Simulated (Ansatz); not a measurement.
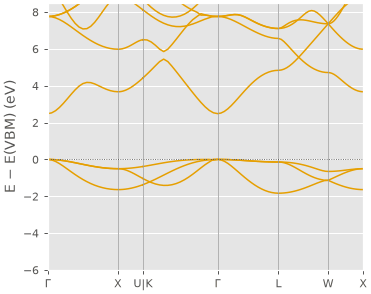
Figure: Band structure from the program Ansatz at the LDA level (PAW)

Problem. Read off the gap and where the band edges lie.

Solution. About 2.5 eV (2.49 eV by a search for the band edges); maximum at Γ, minimum at Γ.

The material is Na₂S (anti-fluorite, Fm-3m).

Symmetry was held in the LDA relaxation.

Potentials: the later of the program's two PAW sets.
